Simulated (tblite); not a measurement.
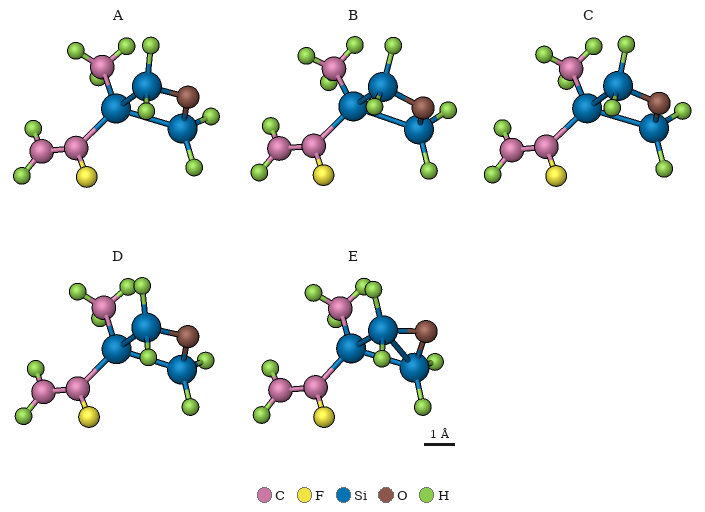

5 geometries from one relaxation of C₃H₉FOSi₃, in shuffled order. Style: ball-and-stick. Shown at a tilt.

Method: GFN2-xTB geometry optimisation, gas phase in tblite 0.8.0. 

Question: Put them in the order of the run, from the start to the converged end.

Answer: E, D, A, C, B. They are steps 0, 7, 16, 29, 74, at +1.076 eV, +0.303 eV, +0.104 eV, +0.032 eV relative to the last. The largest moves after the best rigid fit, 0.69 Å, are those of O and H atoms. By element the largest moves are O 0.69 Å, H 0.68 Å, C 0.24 Å, Si 0.19 Å, F 0.05 Å. Near-neighbour distances that change, for instance: Si–Si 2.495 → 2.832 Å, Si–Si 2.251 → 2.364 Å, C–Si 1.803 → 1.905 Å, C–Si 1.823 → 1.912 Å. Bond angles that change, for instance: Si–O–Si 96.6° → 116.9°, C–Si–C 118.7° → 106.0°, Si–Si–H 113.1° → 120.6°. Groups turn about O–Si by about 30°, O–Si by about 30°, Si–Si by about 25°. Over 74 geometry steps the energy falls by 1.076 eV. Cost: 1.1 s on 1 thread of Arm Neoverse N1 (shared host).
